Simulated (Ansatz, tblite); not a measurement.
# Ti(OH)Cl3 (Cl3HOTi): removing and adding an electron

Aim: the energy of removing and adding an electron for Ti(OH)Cl3 (Cl3HOTi), by energy differences, and how well orbital energies stand in for it.

Method: as each input shows; program: Ansatz 0.2.0, Gaussian basis.

The runs, in order: charge +1 doublet, at the geometry of the singlet (PBE0-D4/def2-TZVP, PBE-D4/def2-TZVP, r2SCAN-D4/def2-TZVP); charge -1 doublet, at the geometry of the singlet (PBE0-D4/def2-TZVPD, PBE-D4/def2-TZVPD, r2SCAN-D4/def2-TZVPD); the starting singlet's energies come from earlier runs.

### Step 1. The geometry

The singlet was relaxed beforehand with r2SCAN-D4/def2-SVP.

6 atoms, charge 0, spin multiplicity 1.

Atoms are counted from 1 here; the program's logs count them from 0.

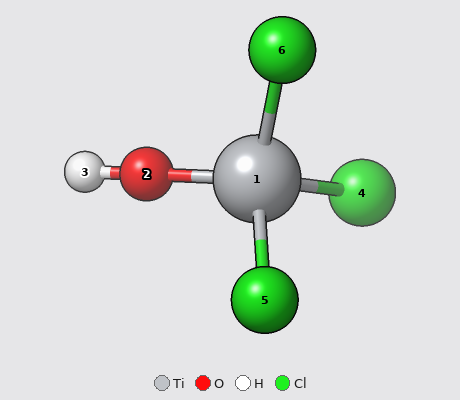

The geometry (titanium light grey, oxygen red, hydrogen white, chlorine green); atoms are numbered from 1 in the order of the file.

Formally the metal is d0. No spin-orbit coupling is included.

### Step 2. Charge +1 doublet at the fixed geometry, first pass, PBE0-D4/def2-SVP

in.yaml

```yaml
crystal:
  periodic: [false, false, false]
  atoms:
    - {symbol: Ti, position_ang: [-0.025845, -0.049791, -0.372224]}
    - {symbol: O, position_ang: [0.093459, 0.173599, 1.337115]}
    - {symbol: H, position_ang: [0.158550, 0.304464, 2.290242]}
    - {symbol: Cl, position_ang: [1.982575, -0.144322, -1.228602]}
    - {symbol: Cl, position_ang: [-1.118832, 1.630052, -1.243656]}
    - {symbol: Cl, position_ang: [-1.089898, -1.914002, -0.782885]}
basis:
  gaussian: {orbitals: def2-SVP}
total_charge: 1
magnetization: {spin_polarized: true, initial_magnetization: 1}
hamiltonian: {xc: pbe0, dispersion: d4}
output: {orbitals: {seedname: orbitals}}
```

Launch:

```console
$ ansatz run in.yaml --threads 4 --pin off --events-out ev --progress --plain --max-ram 3916MiB
```

Output:

```text
Functional definition: PBE0
  name "PBE0"
  cite "Adamo & Barone, J. Chem. Phys. 110, 6158 (1999) doi:10.1063/1.478522"
  cite "Perdew, Burke & Ernzerhof, Phys. Rev. Lett. 77, 3865 (1996) doi:10.1103/PhysRevLett.77.3865"
  parent pbe
  parameter a = 0.25
  parameter kappa = 0.804
  parameter beta = 0.06672455060314922
  exchange = (1 - a)*pbe_x(kappa = kappa, mu = beta*pi^2/3) + a*exact_x
  correlation = pbe_c(beta = beta)
1005 factors; integrals over basis functions are off by at most 1.2e-3 eV
mean field evaluation 1: about -62696.6964 eV, gradient 5.0e1 eV
mean field evaluation 2: about -62541.5951 eV, gradient 1.8e2 eV
mean field evaluation 4: about -62699.9249 eV, gradient 3.7e1 eV
mean field evaluation 8: about -62706.0535 eV, gradient 6.4e-1 eV
mean field evaluation 16: about -62706.1623 eV, gradient 6.5e-3 eV
mean field evaluation 32: about -62706.1623 eV, gradient 3.9e-5 eV
mean field -62706.16230814 eV, -2304.4089610609 hartree, gradient 7.8e-6 eV, S^2 0.777748; 6 other end points of the search recorded, 0 dependent functions left out
reference -62706.16238943 eV, -2304.4089640480 hartree; 41, 40 occupied and 63, 64 virtual orbitals, 1005 factors
Total energy: -62706.34158856 eV, -2304.4155494945 hartree
```

Run time: 6 s. Hardware: 4 threads of Arm Neoverse V2, shared host.

From the report: HOMO -14.88 eV, LUMO -13.14 eV (over both spins); ⟨S²⟩ 0.778 (pure: 0.75).

### Step 3. Charge +1 doublet at the fixed geometry, PBE0-D4/def2-TZVP

start.molden holds the orbitals of an earlier run on this state, given as this run's starting guess.

Edit in.yaml of step 2 so:

```diff
@@ -10,3 +10,3 @@
 basis:
-  gaussian: {orbitals: def2-SVP}
+  gaussian: {orbitals: def2-TZVP, initial_orbitals: start.molden}
 total_charge: 1
@@ -14,2 +14,3 @@
 hamiltonian: {xc: pbe0, dispersion: d4}
+scf: {omitted_lower_state_checks: [starts]}
 output: {orbitals: {seedname: orbitals}}
```

Same command.

Output:

```text
Functional definition: PBE0
  name "PBE0"
  cite "Adamo & Barone, J. Chem. Phys. 110, 6158 (1999) doi:10.1063/1.478522"
  cite "Perdew, Burke & Ernzerhof, Phys. Rev. Lett. 77, 3865 (1996) doi:10.1103/PhysRevLett.77.3865"
  parent pbe
  parameter a = 0.25
  parameter kappa = 0.804
  parameter beta = 0.06672455060314922
  exchange = (1 - a)*pbe_x(kappa = kappa, mu = beta*pi^2/3) + a*exact_x
  correlation = pbe_c(beta = beta)
these checks for a lower state are left out or cut short: starts
1465 factors; their error is unknown
mean field evaluation 1: about -62720.5655 eV, gradient 1.4e2 eV
mean field evaluation 2: about -62724.2914 eV, gradient 5.0e0 eV
mean field evaluation 4: about -62724.6670 eV, gradient 2.0e-1 eV
mean field evaluation 8: about -62724.6673 eV, gradient 1.6e-5 eV
mean field -62724.66727742 eV, -2305.0890061388 hartree, gradient 8.2e-6 eV, S^2 0.776376; 0 other end points of the search recorded, 0 dependent functions left out
reference -62724.66731288 eV, -2305.0890074416 hartree; 41, 40 occupied and 152, 153 virtual orbitals, 1465 factors
Total energy: -62724.84651201 eV, -2305.0955928882 hartree
Checks for a lower state left out: starts
```

Run time: 14 s. Hardware: 4 threads of Arm Neoverse V2, shared host; peak memory 1.2 GiB.

Report: HOMO -14.80 eV, LUMO -13.03 eV (over both spins); ⟨S²⟩ 0.776 (pure: 0.75).

### Step 4. Charge +1 doublet at the fixed geometry, PBE-D4/def2-TZVP

Edit in.yaml of step 3 so:

```diff
@@ -13,3 +13,3 @@
 magnetization: {spin_polarized: true, initial_magnetization: 1}
-hamiltonian: {xc: pbe0, dispersion: d4}
+hamiltonian: {xc: pbe, dispersion: d4}
 scf: {omitted_lower_state_checks: [starts]}
```

Same command.

Output:

```text
Functional definition: PBE
  name "PBE"
  cite "Perdew, Burke & Ernzerhof, Phys. Rev. Lett. 77, 3865 (1996) doi:10.1103/PhysRevLett.77.3865"
  parent pbe
  parameter kappa = 0.804
  parameter beta = 0.06672455060314922
  exchange = pbe_x(kappa = kappa, mu = beta*pi^2/3)
  correlation = pbe_c(beta = beta)
these checks for a lower state are left out or cut short: starts
1376 factors; their error is unknown
mean field evaluation 1: about -62722.1112 eV, gradient 1.2e1 eV
mean field evaluation 2: about -62722.3350 eV, gradient 3.0e-1 eV
mean field evaluation 4: about -62722.3249 eV, gradient 1.1e-1 eV
mean field evaluation 8: about -62722.3249 eV, gradient 3.5e-5 eV
mean field -62722.32489513 eV, -2305.0029251771 hartree, gradient 5.3e-6 eV, S^2 0.756611; 0 other end points of the search recorded, 0 dependent functions left out
reference -62722.32494288 eV, -2305.0029269319 hartree; 41, 40 occupied and 152, 153 virtual orbitals, 1376 factors
Total energy: -62722.53147935 eV, -2305.0105170072 hartree
Checks for a lower state left out: starts
```

Run time: 8.5 s. Hardware: 4 threads of Arm Neoverse V2, shared host; peak memory 0.56 GiB.

HOMO -13.44 eV, LUMO -13.41 eV (over both spins); ⟨S²⟩ 0.757 (pure: 0.75).

### Step 5. Charge +1 doublet at the fixed geometry, r2SCAN-D4/def2-TZVP

Edit in.yaml of step 4 so:

```diff
@@ -13,3 +13,3 @@
 magnetization: {spin_polarized: true, initial_magnetization: 1}
-hamiltonian: {xc: pbe, dispersion: d4}
+hamiltonian: {xc: r2scan, dispersion: d4}
 scf: {omitted_lower_state_checks: [starts]}
```

Same command.

Output:

```text
Functional definition: r2SCAN
  name "r2SCAN"
  cite "Furness, Kaplan, Ning, Perdew & Sun, J. Phys. Chem. Lett. 11, 8208 (2020) doi:10.1021/acs.jpclett.0c02405"
  cite "Furness, Kaplan, Ning, Perdew & Sun, J. Phys. Chem. Lett. 11, 9248 (2020) doi:10.1021/acs.jpclett.0c03077"
  parent r2scan
  parameter k0 = 0.174
  parameter k1 = 0.065
  parameter a1 = 4.9479
  exchange = r2scan_x(k0 = k0, k1 = k1, a1 = a1)
  correlation = r2scan_c
these checks for a lower state are left out or cut short: starts
1376 factors; their error is unknown
mean field evaluation 1: about -62741.1520 eV, gradient 8.1e0 eV
mean field evaluation 2: about -62741.2445 eV, gradient 1.6e-1 eV
mean field evaluation 4: about -62741.2353 eV, gradient 1.5e-3 eV
mean field evaluation 8: about -62741.2353 eV, gradient 4.7e-5 eV
mean field -62741.23530225 eV, -2305.6978698208 hartree, gradient 3.1e-6 eV, S^2 0.763130; 0 other end points of the search recorded, 0 dependent functions left out
reference -62741.23531643 eV, -2305.6978703421 hartree; 41, 40 occupied and 152, 153 virtual orbitals, 1376 factors
Total energy: -62741.28296508 eV, -2305.6996213976 hartree
Checks for a lower state left out: starts
```

Run time: 21 s. Hardware: 4 threads of Arm Neoverse V2, shared host; peak memory 0.65 GiB.

HOMO -13.80 eV, LUMO -13.59 eV (over both spins); ⟨S²⟩ 0.763 (pure: 0.75).

### Step 6. Vertical ionisation energy

Charged state less starting state, singlet to doublet; the starting state's energies are those of its earlier runs.

| level | vertical ionisation energy (eV) | time |
| --- | --- | --- |
| PBE-D4/def2-TZVP | +10.63 | 10 s |
| r2SCAN-D4/def2-TZVP | +10.91 | 25 s |
| PBE0-D4/def2-TZVP | +11.13 | 18 s |

Times add the two runs; a level without a time comes out of a correlated run.

Beside −ε(HOMO) of the starting state:

| level | −ε(HOMO) (eV) | by difference (eV) | mismatch (eV) |
| --- | --- | --- | --- |
| PBE-D4/def2-TZVP | 7.83 | 10.63 | -2.80 |
| r2SCAN-D4/def2-TZVP | 8.21 | 10.91 | -2.70 |
| PBE0-D4/def2-TZVP | 9.20 | 11.13 | -1.93 |

### Step 7. Charge -1 doublet at the fixed geometry, first pass, PBE0-D4/def2-SVP

Edit in.yaml of step 5 so:

```diff
@@ -10,7 +10,6 @@
 basis:
-  gaussian: {orbitals: def2-TZVP, initial_orbitals: start.molden}
-total_charge: 1
+  gaussian: {orbitals: def2-SVP}
+total_charge: -1
 magnetization: {spin_polarized: true, initial_magnetization: 1}
-hamiltonian: {xc: r2scan, dispersion: d4}
-scf: {omitted_lower_state_checks: [starts]}
+hamiltonian: {xc: pbe0, dispersion: d4}
 output: {orbitals: {seedname: orbitals}}
```

Same command.

Output, shortened:

```text
Functional definition: PBE0
  name "PBE0"
  cite "Adamo & Barone, J. Chem. Phys. 110, 6158 (1999) doi:10.1063/1.478522"
  cite "Perdew, Burke & Ernzerhof, Phys. Rev. Lett. 77, 3865 (1996) doi:10.1103/PhysRevLett.77.3865"
  parent pbe
[...]
1005 factors; integrals over basis functions are off by at most 1.2e-3 eV
[...]
mean field -62718.64907618 eV, -2304.8678413225 hartree, gradient 1.9e-6 eV, S^2 0.752426; 12 other end points of the search recorded, 0 dependent functions left out
reference -62718.64915202 eV, -2304.8678441094 hartree; 42, 41 occupied and 62, 63 virtual orbitals, 1005 factors
Total energy: -62718.85514831 eV, -2304.8754143335 hartree
```

Wall time 17 s (4 threads of Arm Neoverse V2, shared host).

HOMO 0.58 eV, LUMO 4.05 eV (over both spins); ⟨S²⟩ 0.752 (pure: 0.75). Doubts: highest occupied level lies above zero.

### Step 8. Charge -1 doublet at the fixed geometry, PBE0-D4/def2-TZVPD

Edit in.yaml of step 7 so:

```diff
@@ -10,3 +10,3 @@
 basis:
-  gaussian: {orbitals: def2-SVP}
+  gaussian: {orbitals: def2-TZVPD, initial_orbitals: start.molden}
 total_charge: -1
@@ -14,2 +14,3 @@
 hamiltonian: {xc: pbe0, dispersion: d4}
+scf: {omitted_lower_state_checks: [starts]}
 output: {orbitals: {seedname: orbitals}}
```

The command is unchanged.

Output:

```text
Functional definition: PBE0
  name "PBE0"
  cite "Adamo & Barone, J. Chem. Phys. 110, 6158 (1999) doi:10.1063/1.478522"
  cite "Perdew, Burke & Ernzerhof, Phys. Rev. Lett. 77, 3865 (1996) doi:10.1103/PhysRevLett.77.3865"
  parent pbe
  parameter a = 0.25
  parameter kappa = 0.804
  parameter beta = 0.06672455060314922
  exchange = (1 - a)*pbe_x(kappa = kappa, mu = beta*pi^2/3) + a*exact_x
  correlation = pbe_c(beta = beta)
these checks for a lower state are left out or cut short: starts
1649 factors; their error is unknown
mean field evaluation 1: about -62732.6533 eV, gradient 1.4e2 eV
mean field evaluation 2: about -62736.8409 eV, gradient 6.4e0 eV
mean field evaluation 4: about -62737.3759 eV, gradient 4.6e-3 eV
mean field evaluation 8: about -62737.5749 eV, gradient 1.9e-5 eV
mean field -62737.57491877 eV, -2305.5633532091 hartree, gradient 4.4e-6 eV, S^2 0.752714; 0 other end points of the search recorded, 0 dependent functions left out
reference -62737.57497066 eV, -2305.5633551159 hartree; 42, 41 occupied and 193, 194 virtual orbitals, 1649 factors
Total energy: -62737.78096695 eV, -2305.5709253400 hartree
Checks for a lower state left out: starts
```

Wall time 37 s (4 threads of Arm Neoverse V2, shared host); peak memory 1.1 GiB.

HOMO -0.09 eV, LUMO 2.86 eV (over both spins); ⟨S²⟩ 0.753 (pure: 0.75).

### Step 9. Charge -1 doublet at the fixed geometry, PBE-D4/def2-TZVPD

Edit in.yaml of step 8 so:

```diff
@@ -13,3 +13,3 @@
 magnetization: {spin_polarized: true, initial_magnetization: 1}
-hamiltonian: {xc: pbe0, dispersion: d4}
+hamiltonian: {xc: pbe, dispersion: d4}
 scf: {omitted_lower_state_checks: [starts]}
```

The command is unchanged.

Output:

```text
Functional definition: PBE
  name "PBE"
  cite "Perdew, Burke & Ernzerhof, Phys. Rev. Lett. 77, 3865 (1996) doi:10.1103/PhysRevLett.77.3865"
  parent pbe
  parameter kappa = 0.804
  parameter beta = 0.06672455060314922
  exchange = pbe_x(kappa = kappa, mu = beta*pi^2/3)
  correlation = pbe_c(beta = beta)
these checks for a lower state are left out or cut short: starts
1501 factors; their error is unknown
mean field evaluation 1: about -62733.9018 eV, gradient 1.1e1 eV
mean field evaluation 2: about -62734.1275 eV, gradient 3.4e-1 eV
mean field evaluation 4: about -62734.1080 eV, gradient 1.1e-1 eV
mean field evaluation 8: about -62734.1080 eV, gradient 3.8e-5 eV
mean field evaluation 16: about -62734.1080 eV, gradient 1.1e-6 eV
mean field -62734.10800758 eV, -2305.4359465729 hartree, gradient 2.9e-6 eV, S^2 0.752292; 0 other end points of the search recorded, 0 dependent functions left out
reference -62734.10807268 eV, -2305.4359489652 hartree; 42, 41 occupied and 193, 194 virtual orbitals, 1501 factors
Total energy: -62734.34528378 eV, -2305.4446663125 hartree
Checks for a lower state left out: starts
```

It took 12 s on 4 threads of Arm Neoverse V2, shared host; peak memory 0.84 GiB.

HOMO 1.90 eV, LUMO 2.08 eV (over both spins); ⟨S²⟩ 0.752 (pure: 0.75). Doubts: highest occupied level lies above zero.

### Step 10. Charge -1 doublet at the fixed geometry, r2SCAN-D4/def2-TZVPD

Edit in.yaml of step 9 so:

```diff
@@ -13,3 +13,3 @@
 magnetization: {spin_polarized: true, initial_magnetization: 1}
-hamiltonian: {xc: pbe, dispersion: d4}
+hamiltonian: {xc: r2scan, dispersion: d4}
 scf: {omitted_lower_state_checks: [starts]}
```

Same command.

Output, shortened:

```text
Functional definition: r2SCAN
  name "r2SCAN"
  cite "Furness, Kaplan, Ning, Perdew & Sun, J. Phys. Chem. Lett. 11, 8208 (2020) doi:10.1021/acs.jpclett.0c02405"
  cite "Furness, Kaplan, Ning, Perdew & Sun, J. Phys. Chem. Lett. 11, 9248 (2020) doi:10.1021/acs.jpclett.0c03077"
  parent r2scan
[...]
1501 factors; their error is unknown
[...]
mean field -62753.50964633 eV, -2306.1489436460 hartree, gradient 6.0e-6 eV, S^2 0.753420; 0 other end points of the search recorded, 0 dependent functions left out
reference -62753.50969448 eV, -2306.1489454157 hartree; 42, 41 occupied and 193, 194 virtual orbitals, 1501 factors
Total energy: -62753.56504246 eV, -2306.1509794163 hartree
Checks for a lower state left out: starts
```

Wall time 29 s (4 threads of Arm Neoverse V2, shared host); peak memory 0.93 GiB.

From the report: HOMO 1.53 eV, LUMO 2.23 eV (over both spins); ⟨S²⟩ 0.753 (pure: 0.75). Doubts: highest occupied level lies above zero.

### Step 11. Vertical electron affinity

Starting state less charged state (positive: the electron is bound), singlet to doublet; the starting state's energies are those of its earlier runs.

| level | vertical electron affinity (eV) | time |
| --- | --- | --- |
| PBE-D4/def2-TZVPD | +1.11 | 15 s |
| r2SCAN-D4/def2-TZVPD | +1.31 | 35 s |
| PBE0-D4/def2-TZVPD | +1.74 | 41 s |

Times add the two runs; a level without a time comes out of a correlated run.

Beside −ε(LUMO) of the starting state:

| level | −ε(LUMO) (eV) | by difference (eV) | mismatch (eV) |
| --- | --- | --- | --- |
| PBE-D4/def2-TZVPD | 4.04 | 1.11 | +2.93 |
| r2SCAN-D4/def2-TZVPD | 4.02 | 1.31 | +2.71 |
| PBE0-D4/def2-TZVPD | 3.21 | 1.74 | +1.47 |

### Step 12. Outcome

| quantity | value |
| --- | --- |
| vertical ionisation energy, functionals in def2-TZVP | 10.63 (PBE-D4) to 11.13 eV (PBE0-D4) |
| vertical electron affinity, functionals in def2-TZVPD | 1.11 (PBE-D4) to 1.74 eV (PBE0-D4) |

What this shows: The vertical ionisation energy spans 10.63 to 11.13 eV over the functionals. −ε(HOMO) misses the level's own difference by -1.93 eV at best (PBE0-D4) and -2.80 eV at worst (PBE-D4). The vertical electron affinity spans 1.11 to 1.74 eV over the functionals. The anion's highest level lies above zero where self-interaction lifts it, so diffuse functions weigh on these values. −ε(LUMO) misses the level's own difference by +1.47 eV at best (PBE0-D4) and +2.93 eV at worst (PBE-D4). The charged states' spins were chosen beforehand and needn't be their lowest.
